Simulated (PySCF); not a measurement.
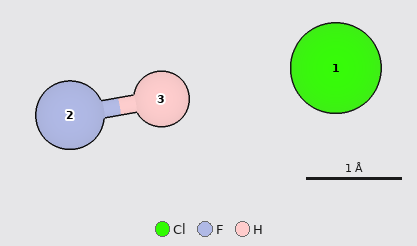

**Figure 1.** The input geometry (ball-and-stick view, seen at an oblique angle; atoms are numbered from 1 in the order of the input). Bond lengths as drawn: F–H 0.98 Å.

Frequency calculation of HClF (charge −1)

The run: frequency calculation of HClF, charge −1, SMILES [Cl-].F. Method and program: PBE0-D3(BJ)/def2-TZVPD harmonic vibrations by differences of gradients, gas phase (PySCF 2.14.0).

The geometry comes from this level: PBE0-D3(BJ)/def2-TZVPD.

### What the program printed
```
coarse grid: 3336 points
cycle   1  E = -560.4821651751  dE = -2.156e-01  |g| = 6.045e-01  |ddm| = 8.255e-01
cycle   2  E = -560.4390182420  dE =  4.315e-02  |g| = 8.661e-01  |ddm| = 9.236e-01
cycle   3  E = -560.5606065781  dE = -1.216e-01  |g| = 6.706e-02  |ddm| = 4.464e-01
cycle   4  E = -560.5615486133  dE = -9.420e-04  |g| = 3.451e-02  |ddm| = 8.151e-02
cycle   5  E = -560.5617335206  dE = -1.849e-04  |g| = 2.438e-03  |ddm| = 1.934e-02
cycle   6  E = -560.5617343750  dE = -8.544e-07  |g| = 3.277e-04  |ddm| = 1.866e-03
final grid: 42952 points
cycle   7  E = -560.5641331336  dE = -3.177e-05  |g| = 2.954e-03  |ddm| = 1.389e-02
cycle   8  E = -560.5641329106  dE =  2.229e-07  |g| = 2.981e-03  |ddm| = 3.229e-03
cycle   9  E = -560.5641341573  dE = -1.247e-06  |g| = 5.175e-04  |ddm| = 1.690e-03
cycle  10  E = -560.5641341881  dE = -3.082e-08  |g| = 1.535e-04  |ddm| = 2.713e-04
cycle  11  E = -560.5641341927  dE = -4.532e-09  |g| = 2.581e-05  |ddm| = 1.377e-04
cycle  12  E = -560.5641341928  dE = -1.550e-10  |g| = 3.005e-06  |ddm| = 2.215e-05
```

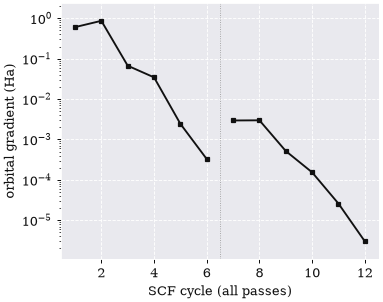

**Figure 2.** Convergence of the self-consistent field: orbital gradient against the SCF cycle. The dotted line marks the change from a coarse to the final integration grid. The first 6 cycles use a coarse grid, the final grid takes over at cycle 7, and the field converges after 12 cycles in all.

```
converged SCF energy = -560.5641341928

mode    cm-1     km/mol
  1     268.0     31.90
  2     889.2     42.67
  3     890.5     42.87
  4    2918.8   2551.10
```

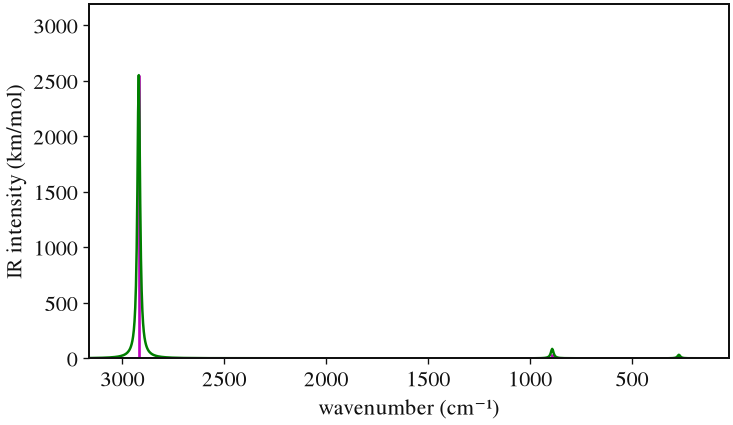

**Figure 3.** Harmonic infrared spectrum, unscaled: sticks (degenerate modes added up, dark ones marked on the axis) with a Lorentzian envelope of 16 cm⁻¹ full width, scaled to the tallest stick. 4 modes from 268 to 2919 cm⁻¹, none imaginary. The strongest line is at 2919 cm⁻¹ (2551 km/mol). All modes, in cm⁻¹ (km/mol): 268 (32), 889 (43), 890 (43), 2919 (2551). The two bends of a linear molecule should be equal; they aren't, because the electronic state found breaks the axial symmetry.

The run was set up as follows.

### Input
```
{"job": {"kind": "irdft", "xc": "PBE0", "basis": "def2-TZVPD", "disp": "d3bj", "grid": 3}, "charge": -1, "multiplicity": 1, "parts": [{"atoms": "0-0", "charge": -1, "multiplicity": 1}, {"atoms": "1-2", "charge": 0, "multiplicity": 1}]}
Cl     0.058868    -0.060000     0.094812
F      0.873105    -2.239031     1.752250
H      0.592745    -1.489349     1.182083
```

The first line tells a small driver script what to run in PySCF; the rest is the geometry in Å.

Run as:
```bash
OMP_NUM_THREADS=1 python <driver script> task.json out
```

### Summary

| quantity | value |
| --- | --- |
| outcome | converged |
| total energy | −560.564134 hartree |
| hardware | 1 CPU thread, shared host |
| wall time | 28 s |
| peak memory | 0.43 GiB |
